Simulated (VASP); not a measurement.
Data:

```
MgS
1.0
    0.00000     2.58954     2.58954
    2.58954     0.00000     2.58954
    2.58954     2.58954     0.00000
Mg S
1 1
Direct
  0.00000   0.00000   0.00000
  0.50000   0.50000   0.50000
```

The numbers are results of MS2 meta-GGA, VASP's PBE PAW potentials (set 64) (plane waves; VASP 6.6.1), not measurements. Numerical set-up: 520 eV cut-off, 10×10×10 Γ-centred mesh, tetrahedra with Blöchl corrections, potentials Mg S.

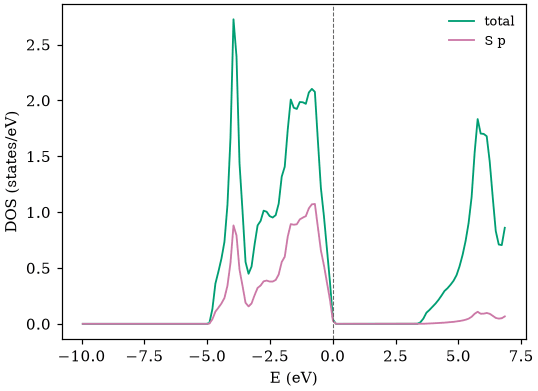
Fig. 1. Total and projected density of states, zero at the valence-band maximum

Within 2 eV below the valence-band maximum the largest weight inside VASP's projection spheres is S p.

The gap is indirect, 3.36 eV, from the valence maximum at Γ to the conduction minimum at X.

The compound is MgS in the rock salt structure. It was relaxed first.
